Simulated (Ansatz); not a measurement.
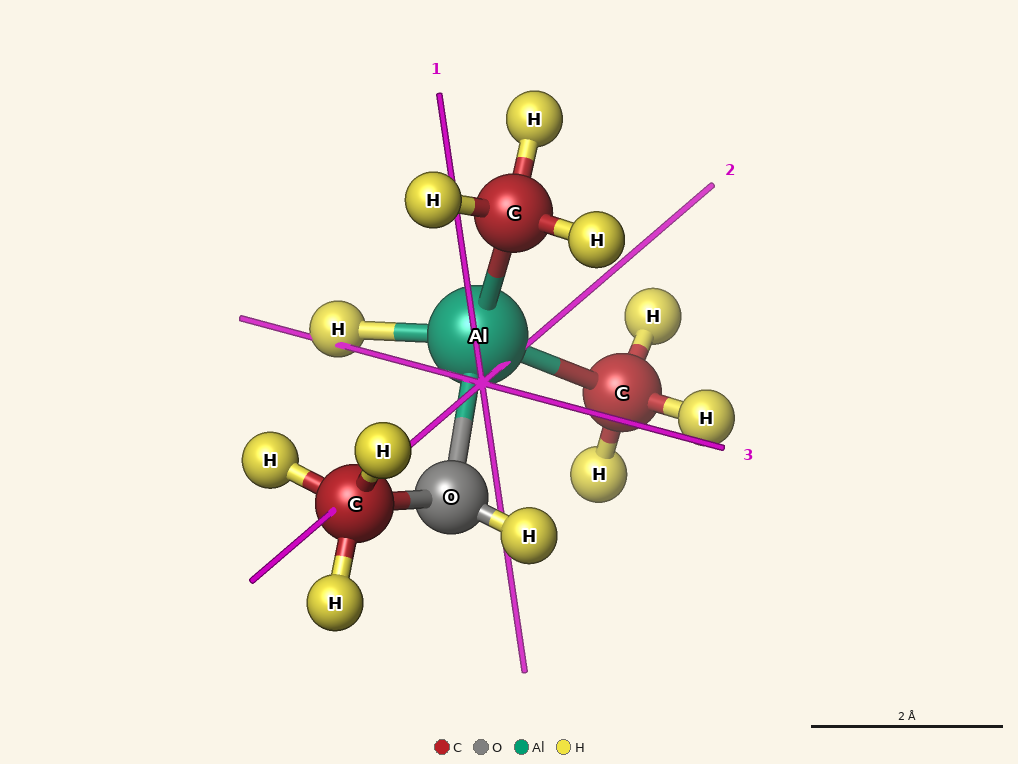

The three principal axes of inertia are drawn and numbered. Depth is shown by fading: the farther an atom, the more it takes the colour of the background. The geometry was computed by an optimisation with PBE0-D4/def2-TZVP. Masses are those of the most abundant isotopes; constants are for the rigid equilibrium geometry.

**Which line is the a axis (least moment of inertia), which b and which c?**

a is line 2, b is line 1, c is line 3; the moments are 115, 201, 276 u Å².

**What kind of rotor is it, and what are its rotational constants in cm⁻¹?**

An asymmetric top (C1): A = 0.146, B = 0.0839, C = 0.0612 cm⁻¹. Ray's parameter κ is −0.47, nearer the prolate limit.
